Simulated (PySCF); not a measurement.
**C4H9BSi2: electronic excitations**

Wanted: the electronic excitations of C4H9BSi2 (`C#C[SiH2][SiH2]BC=C`), by calculation.

Computed with PySCF 2.14.0, with density-fitted response routines of our own, on a single molecule in the gas phase. Atoms are numbered from 0 throughout.

## 1. The starting structure

16 atoms, charge 0, multiplicity 1; geometry from: GFN2-xTB.

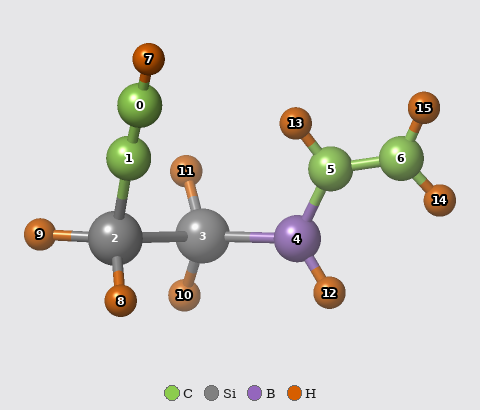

As it starts; carbon green, silicon grey, boron purple, hydrogen orange, atoms numbered.

## 2. Excited states and response: PBE0/def2-SVPD

What the job is given:

```
{"job": {"kind": "uv", "xc": "PBE0", "basis": "def2-SVPD", "nstates": 8, "ntriplets": 3}, "charge": 0, "multiplicity": 1}
C      1.418596     0.368426     2.749482
C      1.819489     0.026281     1.668261
Si     2.351119    -0.527646    -0.016459
Si     0.457444    -1.269238    -1.170722
B     -0.800324     0.205740    -1.309522
C     -1.716635     0.547025    -0.116616
C     -2.880361     1.192349    -0.227824
H      1.084298     0.671842     3.700656
H      3.009354     0.640226    -0.623438
H      3.391938    -1.538973     0.211581
H      0.948083    -1.853698    -2.436580
H     -0.014762    -2.456609    -0.429446
H     -0.852963     0.894471    -2.260510
H     -1.448452     0.194399     0.876474
H     -3.229918     1.557400    -1.181301
H     -3.544504     1.356951     0.607896
```

Level: TDDFT PBE0/def2-SVPD, vertical, gas phase, core orbitals frozen in the response.

The run is started by

```sh
$ OMP_NUM_THREADS=1 python probes_run.py task.json out
```

The driver reads the jobs from task.json and runs them one after another.

What will the session give for the following? lowest singlet (PBE0/def2-SVPD); brightest single state of those computed; lowest triplet. Wanted: lowest singlet; brightest single state of those computed; lowest triplet.

As calculated:

| quantity | value |
| --- | --- |
| lowest singlet (PBE0/def2-SVPD) | 3.96 eV (313 nm), f = 0.121 |
| brightest single state of those computed | state 5, 5.35 eV, f = 0.210 |
| lowest triplet | 3.03 eV |

The first singlet state (HOMO→LUMO 0.84) lies at 3.96 eV and is bright; of the 8 states computed, the strongest absorption comes from state 5 at 5.35 eV. The lowest triplet lies 0.94 eV below the lowest singlet (triplets in Tamm-Dancoff, singlets in full TDDFT).
